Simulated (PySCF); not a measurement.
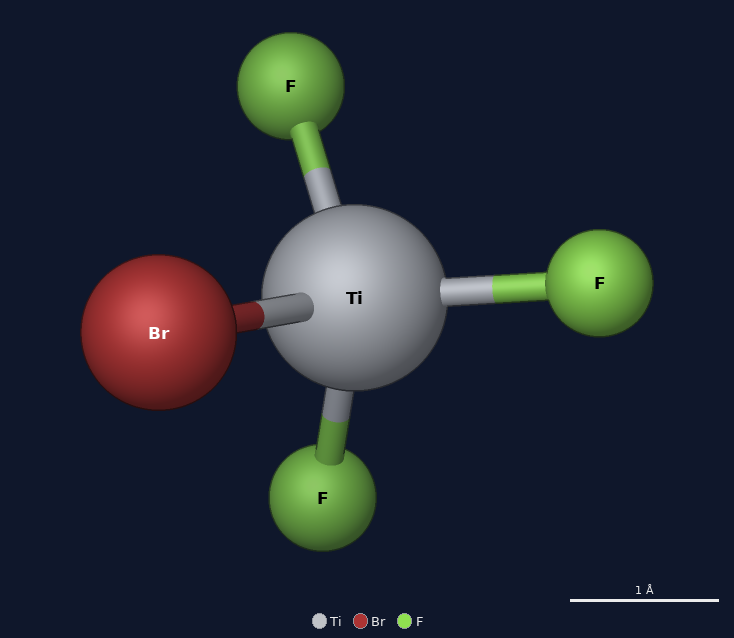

Distant atoms are faded towards the background colour. The species is neutral and a spin singlet. Computed geometry: PBE0-D3(BJ)/def2-SVP optimisation. No frequency run is at hand to confirm it as a minimum. Masses are those of the most abundant isotopes; constants are for the rigid equilibrium geometry.

### What kind of rotor is it, and what are its rotational constants in cm⁻¹?

A prolate symmetric top (C3v): A = 0.113, B = C = 0.0421 cm⁻¹.
